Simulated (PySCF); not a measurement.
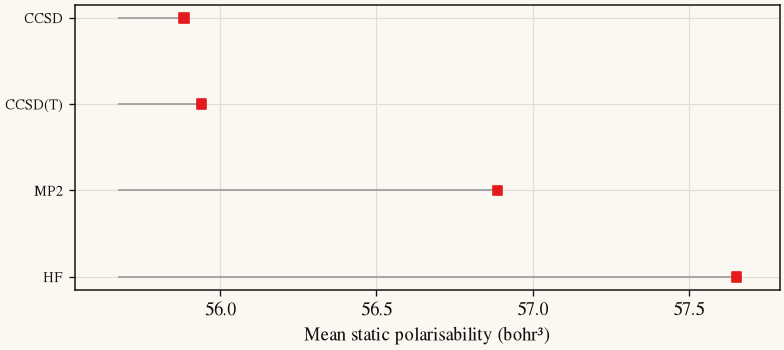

The mean static polarisability of neutral gallium ([Ar] 3d¹⁰ 4s² 4p) across levels of theory. Finite fields; PySCF, aug-cc-pVTZ-PP plus 1 diffuse shell for each l with a 10-electron core potential, unrestricted single determinants, no spin-orbit coupling. 18 core electrons frozen.

How do the methods compare?

The values run from 55.88 bohr³ (CCSD) to 57.65 bohr³ (HF). The recommended value is 50.0 ± 3 bohr³, off the plot; all methods lie above it by about 6.6 bohr³, far more than they differ, so the miss comes from what they share.

```tsv
Method	Mean static polarisability (bohr³)
HF	57.65
MP2	56.89
CCSD	55.88
CCSD(T)	55.94
```
